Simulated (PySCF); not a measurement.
**What a change does: NMR shielding calculation on C₆H₁₀O₂Si₂**

System: C₆H₁₀O₂Si₂, SMILES [SiH3]O[SiH2]Oc1ccccc1.
Method of run A: GIAO PBE0/pcSseg-1 NMR shielding, non-relativistic, gas phase (PySCF 2.14.0).

The geometry comes from this level: PBE0-D3(BJ)/def2-SVP. Text and figures count atoms from 1; the logs count them from 0 in places.

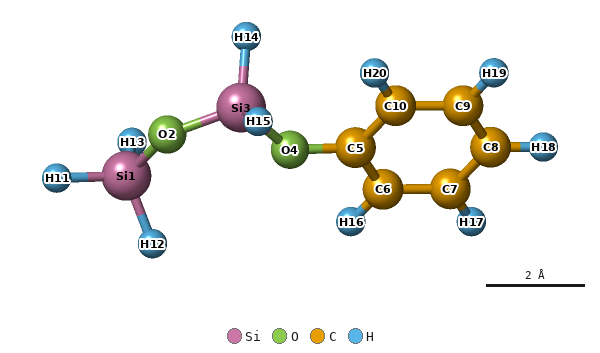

**Figure 1.** The input geometry (ball-and-stick view, seen at a tilt; atoms are numbered from 1 in the order of the input). Bond lengths as drawn: C–C 1.39 to 1.40 Å, C–H 1.09 Å, C–O 1.35 Å, H–Si 1.49 Å and O–Si 1.64 to 1.67 Å.

### The input, run A
```
{"job": {"kind": "nmr", "xc": "PBE0", "basis": "pcSseg-1"}, "charge": 0, "multiplicity": 1}
Si     2.967901     0.104402    -0.113074
O      2.037587     1.437975     0.252676
Si     0.506463     1.827717     0.694858
O     -0.402844     0.468767     0.336594
C     -1.722791     0.224052     0.494252
C     -2.207453    -1.026185     0.097205
C     -3.558411    -1.324093     0.240239
C     -4.440509    -0.385237     0.777462
C     -3.954628     0.859154     1.171952
C     -2.602518     1.168919     1.033568
H      4.353161     0.584874    -0.372675
H      2.440284    -0.583284    -1.326883
H      2.975257    -0.851794     1.033508
H      0.436072     2.108340     2.155401
H      0.034335     2.993223    -0.098663
H     -1.503495    -1.747696    -0.321516
H     -3.927112    -2.303934    -0.073040
H     -5.500332    -0.623530     0.887828
H     -4.632734     1.604494     1.594642
H     -2.233118     2.149443     1.347289
```

The first line tells a small driver script what to run in PySCF; the rest is the geometry in Å.

Launched with:
```bash
OMP_NUM_THREADS=1 python <driver script> task.json out
```

Hardware: 1 CPU thread, shared host.

### Output (run A)
```
coarse grid: 18136 points
cycle   1  E = -963.2071872065  dE =  1.463e+00  |g| = 9.392e-01  |ddm| = 4.341e+00
cycle   2  E = -962.9768811631  dE =  2.303e-01  |g| = 1.454e+00  |ddm| = 1.916e+00
cycle   3  E = -963.3646327927  dE = -3.878e-01  |g| = 1.362e-01  |ddm| = 1.305e+00
cycle   4  E = -963.3682023481  dE = -3.570e-03  |g| = 4.969e-02  |ddm| = 1.526e-01
cycle   5  E = -963.3687244628  dE = -5.221e-04  |g| = 1.253e-02  |ddm| = 4.569e-02
cycle   6  E = -963.3687537218  dE = -2.926e-05  |g| = 4.580e-03  |ddm| = 1.350e-02
cycle   7  E = -963.3687588602  dE = -5.138e-06  |g| = 1.089e-03  |ddm| = 4.957e-03
final grid: 167240 points
cycle   8  E = -963.4468282760  dE = -2.043e-05  |g| = 1.137e-02  |ddm| = 3.860e-02
cycle   9  E = -963.4467979848  dE =  3.029e-05  |g| = 1.716e-02  |ddm| = 2.172e-02
cycle  10  E = -963.4468530734  dE = -5.509e-05  |g| = 1.347e-03  |ddm| = 1.356e-02
cycle  11  E = -963.4468534827  dE = -4.093e-07  |g| = 2.590e-04  |ddm| = 1.578e-03
cycle  12  E = -963.4468534941  dE = -1.142e-08  |g| = 1.282e-04  |ddm| = 3.311e-04
cycle  13  E = -963.4468534982  dE = -4.068e-09  |g| = 3.238e-05  |ddm| = 1.442e-04
cycle  14  E = -963.4468534985  dE = -2.585e-10  |g| = 6.958e-06  |ddm| = 3.994e-05
converged SCF energy = -963.4468534985

GIAO shielding tensors (ppm)
atom      isotropic    diamagn.    paramagn.     s11        s22        s33       span
  0 Si     387.816     879.192    -491.376    348.063    353.741    461.645    113.582
  1 O      311.264     400.695     -89.431    268.339    293.680    371.773    103.434
  2 Si     384.913     881.664    -496.751    363.941    380.527    410.270     46.329
  3 O      205.953     405.680    -199.727    162.397    219.086    236.376     73.979
  4 C       23.900     245.298    -221.398    -71.039     28.128    114.611    185.650
  5 C       59.948     253.313    -193.365    -30.118     48.747    161.215    191.333
  6 C       48.448     252.713    -204.265    -62.274     34.641    172.978    235.252
  7 C       58.193     253.928    -195.735    -49.262     46.659    177.182    226.444
  8 C       49.311     252.097    -202.786    -60.694     36.223    172.403    233.097
  9 C       64.579     258.896    -194.317    -23.585     58.153    159.168    182.753
 10 H       26.265      27.682      -1.417     22.887     24.561     31.346      8.459
 11 H       26.039      31.065      -5.027     22.594     25.023     30.499      7.905
 12 H       26.116      30.170      -4.054     23.163     24.576     30.608      7.445
 13 H       25.940      30.344      -4.404     22.130     25.129     30.560      8.431
 14 H       25.973      30.394      -4.421     22.143     25.009     30.768      8.625
 15 H       24.114      34.532     -10.419     20.232     23.827     28.282      8.050
 16 H       23.828      29.080      -5.252     20.471     24.353     26.661      6.191
 17 H       24.195      26.373      -2.178     20.990     25.139     26.458      5.468
 18 H       23.940      27.006      -3.066     20.523     24.395     26.902      6.379
 19 H       24.683      32.839      -8.156     20.344     24.486     29.220      8.875
```

The input of run B differs as follows (lines with − go, lines with + come):
```diff
-"xc": "PBE0"
+"xc": "HF"
+"pop": false
```

How does run B compare with run A?

The total energies belong to different methods, so their difference says nothing on which is more stable or more accurate. The HOMO goes from −6.75 to −8.75 eV. The LUMO goes from −0.35 to 3.25 eV. The dipole moment goes from 0.48 to 0.78 D. Of all shieldings, the largest change is that of Si3, by +50.4 ppm. The method changes from PBE0 to HF. The SCF takes 12 iterations against 14.

### Output (run B)
```
final grid: 167240 points
cycle   1  E = -960.4803222029  dE =  2.210e+00  |g| = 8.041e-01  |ddm| = 4.211e+00
cycle   2  E = -960.6159170267  dE = -1.356e-01  |g| = 4.427e-01  |ddm| = 9.740e-01
cycle   3  E = -960.6513468343  dE = -3.543e-02  |g| = 1.005e-01  |ddm| = 3.674e-01
cycle   4  E = -960.6541792686  dE = -2.832e-03  |g| = 1.431e-02  |ddm| = 1.526e-01
cycle   5  E = -960.6542423784  dE = -6.311e-05  |g| = 3.954e-03  |ddm| = 2.318e-02
cycle   6  E = -960.6542485075  dE = -6.129e-06  |g| = 1.585e-03  |ddm| = 5.919e-03
cycle   7  E = -960.6542496791  dE = -1.172e-06  |g| = 5.514e-04  |ddm| = 2.513e-03
cycle   8  E = -960.6542499273  dE = -2.481e-07  |g| = 2.598e-04  |ddm| = 1.086e-03
cycle   9  E = -960.6542500013  dE = -7.404e-08  |g| = 1.288e-04  |ddm| = 6.359e-04
cycle  10  E = -960.6542500213  dE = -1.997e-08  |g| = 4.942e-05  |ddm| = 3.472e-04
cycle  11  E = -960.6542500249  dE = -3.588e-09  |g| = 2.036e-05  |ddm| = 1.799e-04
cycle  12  E = -960.6542500252  dE = -2.904e-10  |g| = 7.408e-06  |ddm| = 4.877e-05
converged SCF energy = -960.6542500252

GIAO shielding tensors (ppm)
atom      isotropic    diamagn.    paramagn.     s11        s22        s33       span
  0 Si     436.202     875.499    -439.297    406.309    412.757    489.541     83.232
  1 O      325.636     403.706     -78.071    298.913    309.790    368.204     69.292
  2 Si     435.321     877.923    -442.602    414.018    440.448    451.497     37.479
  3 O      247.433     407.753    -160.320    208.255    261.853    272.190     63.935
  4 C       28.313     243.839    -215.526    -85.602     38.130    132.412    218.014
  5 C       65.312     251.704    -186.391    -31.615     56.950    170.602    202.217
  6 C       50.383     254.772    -204.389    -70.860     39.073    182.935    253.795
  7 C       64.114     256.310    -192.196    -49.917     56.354    185.904    235.821
  8 C       51.638     254.691    -203.053    -68.742     40.972    182.683    251.424
  9 C       71.282     258.231    -186.948    -23.575     65.990    171.432    195.006
 10 H       27.175      28.118      -0.943     23.703     25.302     32.519      8.816
 11 H       26.995      31.193      -4.198     23.464     26.054     31.468      8.003
 12 H       27.080      30.393      -3.312     24.051     25.604     31.586      7.535
 13 H       27.057      30.915      -3.858     23.097     26.274     31.800      8.703
 14 H       27.063      30.937      -3.873     23.064     26.135     31.991      8.926
 15 H       24.354      34.252      -9.898     19.694     24.723     28.644      8.950
 16 H       24.067      29.233      -5.166     20.286     25.036     26.879      6.593
 17 H       24.579      26.592      -2.013     20.690     26.328     26.718      6.028
 18 H       24.170      27.241      -3.071     20.291     25.121     27.098      6.807
 19 H       25.051      32.990      -7.939     20.024     25.435     29.696      9.672
```

### The two runs side by side

| quantity | run A | run B |
| --- | --- | --- |
| outcome | converged | converged |
| total energy (hartree) | −963.446853 | −960.654250 |
| HOMO (eV) | −6.75 | −8.75 |
| LUMO (eV) | −0.35 | 3.25 |
| dipole moment (D) | 0.48 | 0.78 |
| shielding of Si1 (ppm) | 387.8 | 436.2 |
| shielding of O2 (ppm) | 311.3 | 325.6 |
| shielding of Si3 (ppm) | 384.9 | 435.3 |
| shielding of O4 (ppm) | 206.0 | 247.4 |
| shielding of C6 (ppm) | 59.9 | 65.3 |
| shielding of C8 (ppm) | 58.2 | 64.1 |
| shielding of C10 (ppm) | 64.6 | 71.3 |
| SCF iterations | 14 | 12 |
| basis functions | 234 | 234 |
| wall time (shared host) | 63 s | 29 s |
